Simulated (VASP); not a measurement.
Band structure of Ti (hcp). These are r2SCAN meta-GGA, VASP's PBE PAW potentials (set 64) (plane waves; VASP) values and carry that method's errors.

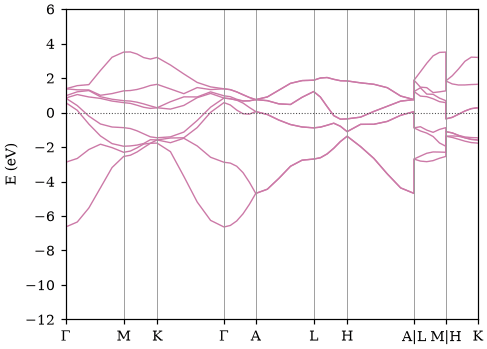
Fig. 1. Bands along high-symmetry lines, zero at the valence-band maximum or, without a gap, the Fermi level

**Question.** Read the plot: is there a gap, and where are the band edges?

**Answer.** It has no gap at this level: it comes out as a metal or semimetal.

The compound is Ti in the hcp structure. It was relaxed first.
